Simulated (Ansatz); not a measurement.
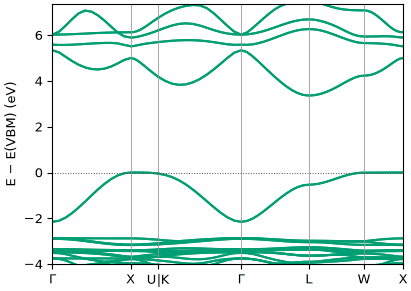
Figure. Band structure from plane-wave PAW r²SCAN with spin–orbit coupling (Ansatz code)

Read off the gap and where the band edges lie.

About 3.4 eV (3.36 eV by a search for the band edges); maximum at X, minimum at L.

The material is SnF₃ in space group Fm-3m (No. 225; Sn on 4b, Sn on 4a, F on 24e).

The first step of the workflow began from a Materials Project structure, measured or hypothetical; the Crystallography Open Database files this formula in space group No. 225, but the cells were not matched. Whether it is the stable phase at ambient conditions was not checked. The cell was relaxed with r²SCAN under the symmetry of its start; its stability against distortions is not shown here.

Potentials: the later of the program's two PAW sets.
